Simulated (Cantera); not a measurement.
Input: 1 mol Si, 3.9 mol Br2, 40 mol N2, 0.0017 mol O2, held at 0.100 bar.

Cantera equilibrium calculation (NASA polynomials, part measured and part estimated; ideal gas, pure solids and liquids). Candidate condensed phases: Br2, Si, SiO2, Si2N2O, Si3N4; 22 gas species. The tables' values for SiBr3 are old estimates; treat these amounts as uncertain. The tables hold silica as quartz up to 1696 K and as liquid above; real silica turns to tridymite and cristobalite and melts near 1996 K. Equilibrium is a limit: real reactors are often held back by kinetics, nucleation or transport.

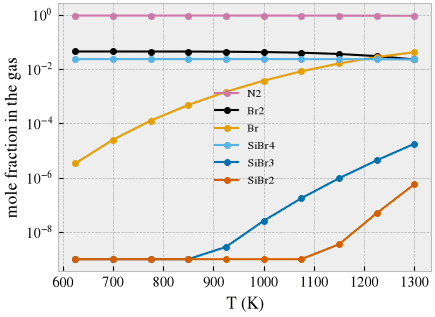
*Equilibrium gas composition (values under 1e-9 drawn at 1e-9)*

Q: Read off the mole fractions at 1150 K.

A: N2 about 0.92, Br2 about 0.036, SiBr4 about 0.023, Br about 0.016, SiBr3 about 9.5e-7.
